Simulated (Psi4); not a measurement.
# CF4 (tetrafluoromethane): OMP2/aug-cc-pVDZ (density fitting for correlation)

Aim: the energy change on altering one bond length of CF4 (tetrafluoromethane) at OMP2/aug-cc-pVDZ (density fitting for correlation), from 2 runs. 

The results are computed with Psi4 1.11.

1 further run of the same task is left out (set aside as unsound or not needed).

**1. The structure to begin with**

CF4: 5 atoms, total charge 0, spin state singlet. SMILES: `FC(F)(F)F`. Geometry: relaxed at PBE0-D4/def2-TZVP.

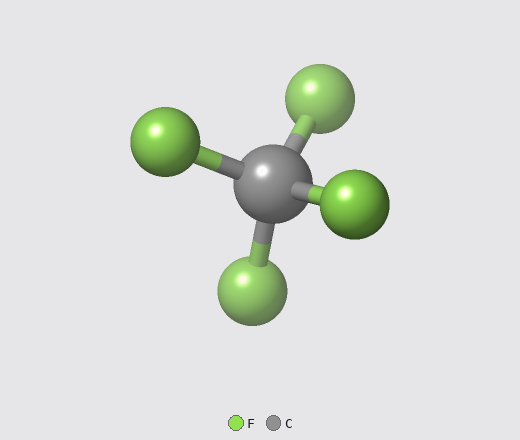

The structure, seen from a chosen angle (fluorine green, carbon grey).

**2. A single-point energy at OMP2/aug-cc-pVDZ (density fitting for correlation)**

calc.inp

```
memory 1.6 GB

molecule molecule1 {
  0 1
  F
  C 1 r2
  F 2 r3 1 a3
  F 2 r4 1 a4 3 d4
  F 2 r5 1 a5 3 d5

  r2 = 1.317944
  r3 = 1.317977
  a3 = 109.46999
  r4 = 1.318011
  a4 = 109.46897
  d4 = 119.99483
  r5 = 1.317957
  a5 = 109.47675
  d5 = -120.00519
  symmetry c1
}

set basis aug-cc-pVDZ
set reference rhf
set puream true
set e_convergence 1e-09
set d_convergence 1e-08
set scf_type pk
set num_frozen_docc 5

energy_value = energy("omp2")
print_variables()
```

The run is started by

```bash
$ psi4 -n 1 calc.inp calc.out
```

calc.out:

```text
[...]
  Running in c1 symmetry.
[...]
  Nuclear repulsion =  206.220045128294601
[...]
  Multiplicity = 1
[...]
  Nalpha       = 21
  Nbeta        = 21
[...]
    Number of basis functions: 115
[...]
   @RHF iter   1:  -435.55892537780164   -3.71404e-01   5.24383e-03 ADIIS/DIIS
[...]
   @RHF iter   9:  -435.69472520362189   -6.19593e-12   4.89140e-09 DIIS
[...]
    Orbital Energies [Eh]
    ---------------------
    Doubly Occupied:
       1A    -26.389576     2A    -26.389568     3A    -26.389552
       4A    -26.389516     5A    -11.622999     6A     -1.814761
       7A     -1.687870     8A     -1.687850     9A     -1.687825
      10A     -1.017890    11A     -0.894984    12A     -0.894975
      13A     -0.894969    14A     -0.766970    15A     -0.766964
      16A     -0.713569    17A     -0.713559    18A     -0.713548
      19A     -0.685341    20A     -0.685330    21A     -0.685325
[...]
  @RHF Final Energy:  -435.69472520362189
   => Energetics <=
    Nuclear Repulsion Energy =            206.2200451282946005
    One-Electron Energy =               -1016.8436601905538055
    Two-Electron Energy =                 374.9288898586373193
    Total Energy =                       -435.6947252036218856
[...]
 Multipole Moments:
 ------------------------------------------------------------------------------------
     Multipole            Electronic (a.u.)      Nuclear  (a.u.)        Total (a.u.)
 ------------------------------------------------------------------------------------
 L = 1.  Multiply by 2.5417464519 to convert [e a0] to [Debye]
 Dipole X            :         -0.0001576           -0.0000268           -0.0001843
 Dipole Y            :          0.0000008            0.0000019            0.0000027
 Dipole Z            :         -0.0000842           -0.0000106           -0.0000947
 Magnitude           :                                                    0.0002073
[...]
	Warning: cc_lambda option is changed to TRUE
	For this residual convergence, default PCG convergence is:     1.00e-07
[...]
	DF-MP2 Total Energy (a.u.)         :  -436.63234152580827
[...]
	DF-MP2 Total Energy (a.u.)         :  -436.64569549697103
[...]
	DF-OMP2 Total Energy (a.u.)        :  -436.64569549701082
[...]
```

Run time: 21 s. Hardware: 1 thread of Intel Xeon 6975P-C (Granite Rapids), shared host; peak memory 0.54 GiB.

**3. The distorted shape, same level**

run.py

```python
import numpy as np
from ase.calculators.psi4 import Psi4
from ase import Atoms

mol = Atoms(['F', 'C', 'F', 'F', 'F'], positions=[
    [-0.707905, 0.256682, 1.276860],
    [0.152195, 0.216682, 0.279060],
    [1.299695, -0.269918, 0.707460],
    [-0.464000, -0.786000, -0.966200],
    [0.338795, 1.434382, -0.189340],
])
calc = Psi4(atoms=mol, method='omp2', basis='aug-cc-pVDZ', memory='1600MB', num_threads=1, charge=0, multiplicity=1, label='cf4')
calc.psi4.set_options({'puream': True, 'e_convergence': 1e-09, 'd_convergence': 1e-08, 'scf_type': 'pk', 'num_frozen_docc': 5})
mol.calc = calc

print(f'energy: {mol.get_potential_energy():.6f} eV')
```

The run is started by

```bash
$ python run.py
```

cf4.dat:

```text
[...]
  Running in c1 symmetry.
[...]
  Nuclear repulsion =  193.204252064749426
[...]
  Multiplicity = 1
[...]
  Nalpha       = 21
  Nbeta        = 21
[...]
    Number of basis functions: 115
[...]
   @RHF iter   1:  -435.42699386207579   -7.70839e-01   5.83540e-03 DIIS/ADIIS
[...]
   @RHF iter  12:  -435.61552787311041   -2.10321e-12   2.58481e-09 DIIS
[...]
    Orbital Energies [Eh]
    ---------------------
    Doubly Occupied:
       1A    -26.426458     2A    -26.426449     3A    -26.426416
       4A    -26.331776     5A    -11.665477     6A     -1.815559
       7A     -1.714953     8A     -1.714932     9A     -1.556567
      10A     -1.030074    11A     -0.901118    12A     -0.901109
      13A     -0.865672    14A     -0.771585    15A     -0.771575
      16A     -0.731933    17A     -0.731922    18A     -0.715022
      19A     -0.643103    20A     -0.643103    21A     -0.628041
[...]
  @RHF Final Energy:  -435.61552787311041
   => Energetics <=
    Nuclear Repulsion Energy =            193.2042520647494257
    One-Electron Energy =                -990.8138761565942332
    Two-Electron Energy =                 361.9940962187343985
    Total Energy =                       -435.6155278731104090
[...]
 Multipole Moments:
 ------------------------------------------------------------------------------------
     Multipole            Electronic (a.u.)      Nuclear  (a.u.)        Total (a.u.)
 ------------------------------------------------------------------------------------
 L = 1.  Multiply by 2.5417464519 to convert [e a0] to [Debye]
 Dipole X            :          0.2337034            0.0182932            0.2519965
 Dipole Y            :          0.3804275            0.0297927            0.4102202
 Dipole Z            :          0.4723935            0.0369813            0.5093748
 Magnitude           :                                                    0.7008891
[...]
	Warning: cc_lambda option is changed to TRUE
	For this residual convergence, default PCG convergence is:     1.00e-07
[...]
	DF-MP2 Total Energy (a.u.)         :  -436.58121148746312
[...]
	DF-MP2 Total Energy (a.u.)         :  -436.59922499548281
[...]
	DF-OMP2 Total Energy (a.u.)        :  -436.59922499547156
[...]
```

On the terminal:

```text
energy: -11880.470049 eV
```

Wall time 26 s (1 thread of Intel Xeon 6975P-C (Granite Rapids), shared host); peak memory 0.56 GiB.

**4. Outcome**

At OMP2/aug-cc-pVDZ (density fitting for correlation), 5 core orbitals frozen:

```
                                                         quantity          value
                                        first shape: total energy  -436.64570 Eh
                 first shape: HOMO energy (Hartree–Fock orbitals)      -18.65 eV
                 first shape: LUMO energy (Hartree–Fock orbitals)        2.16 eV
               first shape: HOMO–LUMO gap (Hartree–Fock orbitals)       20.81 eV
         first shape: correlation energy (5 core orbitals frozen)     -951.0 mEh
                                    distorted shape: total energy  -436.59922 Eh
             distorted shape: HOMO energy (Hartree–Fock orbitals)      -17.09 eV
             distorted shape: LUMO energy (Hartree–Fock orbitals)        1.83 eV
           distorted shape: HOMO–LUMO gap (Hartree–Fock orbitals)       18.92 eV
     distorted shape: correlation energy (5 core orbitals frozen)     -983.7 mEh
energy change with the C2–F4 bond stretched from 1.318 to 1.713 Å       1.265 eV
```

With the C2–F4 bond stretched from 1.318 to 1.713 Å the energy rises by 1.26 eV (29 kcal/mol). The first shape isn't relaxed at this level, so the change isn't measured from a minimum.
